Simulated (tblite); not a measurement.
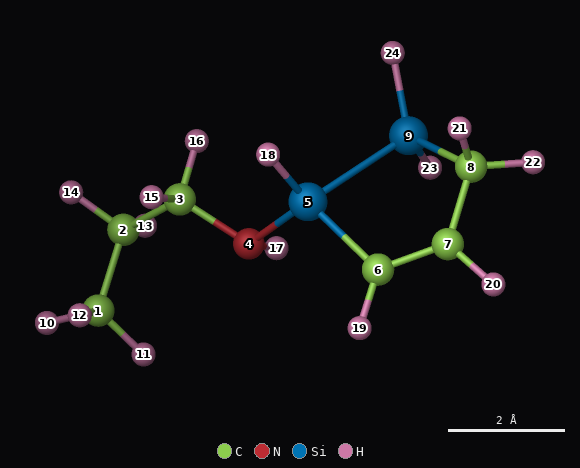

C6H15NSi2, before the relaxation. A ball-and-stick model, seen at a tilt.

The calculation used tblite, GFN2-xTB geometry optimisation, gas phase.

```xyz
24

C    -3.6829   -0.5153    0.0682
C    -3.0266    0.6448   -0.6179
C    -1.6137    0.8772   -0.0890
N    -0.7437   -0.2369   -0.2836
Si    0.8484    0.1815    0.3809
C     1.8593   -1.2868    0.8180
C     3.1001   -1.2610    0.4462
C     3.6890   -0.1468   -0.2751
Si    2.3346    0.6385   -1.3011
H    -4.7885   -0.4615   -0.2030
H    -3.3070   -1.5043   -0.3015
H    -3.5819   -0.4307    1.1584
H    -3.0756    0.5330   -1.7019
H    -3.6145    1.5578   -0.3604
H    -1.6409    1.1277    0.9966
H    -1.2057    1.7140   -0.6948
H    -0.6995   -0.5150   -1.2804
H     0.8496    1.2317    1.3652
H     1.4084   -2.1241    1.3842
H     3.7721   -2.1549    0.7105
H     4.0526    0.5911    0.5073
H     4.5447   -0.4437   -0.9217
H     2.0134   -0.0767   -2.4987
H     2.4966    2.0798   -1.4653
```

**Where does the relaxation end?**

The largest move after the best rigid fit is that of H23, 1.70 Å. Largest moves by element: H 1.70 Å, Si 0.89 Å, C 0.74 Å, N 0.27 Å. Among the contacts that change: C7–H20 1.149 → 1.087 Å, N4–Si5 1.775 → 1.721 Å, C1–H10 1.140 → 1.087 Å, Si5–C6 1.835 → 1.884 Å. Among the angles between lasting bonds that change: C3–N4–Si5 108.2° → 123.8°, N4–Si5–Si9 110.7° → 123.2°, N4–Si5–H18 115.4° → 103.9°. Groups turn about C8–Si9 by about 30°, C7–C8 by about 25°, Si5–Si9 by about 25°. The energy falls by 101.2 kJ/mol in 182 geometry steps. The run took 1.9 s on 1 thread of Arm Neoverse V2, on a shared host.

The structure at the end:

```xyz
24

C    -3.4927   -0.2361    0.6279
C    -3.1493    0.2610   -0.7700
C    -1.7460    0.8691   -0.8206
N    -0.7344   -0.1129   -0.5256
Si    0.7208    0.2367    0.3245
C     1.6375   -1.3914    0.5658
C     2.9221   -1.4436    0.2368
C     3.6954   -0.2927   -0.3315
Si    2.5623    1.2199   -0.6698
H    -4.4623   -0.7284    0.6328
H    -2.7371   -0.9405    0.9658
H    -3.5225    0.5949    1.3287
H    -3.2006   -0.5708   -1.4772
H    -3.8727    1.0154   -1.0865
H    -1.6657    1.6609   -0.0734
H    -1.5831    1.3253   -1.8090
H    -0.7378   -0.8650   -1.1982
H     0.2576    0.8145    1.5996
H     1.1621   -2.2694    0.9802
H     3.4949   -2.3574    0.3733
H     4.4861   -0.0319    0.3776
H     4.2146   -0.6315   -1.2318
H     2.5576    1.4871   -2.1189
H     3.1813    2.4060   -0.0595
```

After the run, drawn alike:

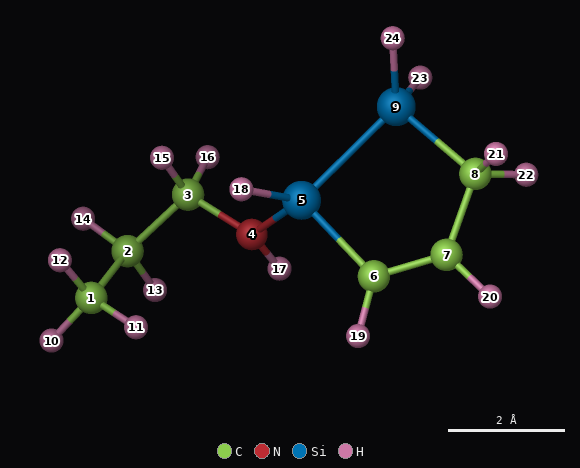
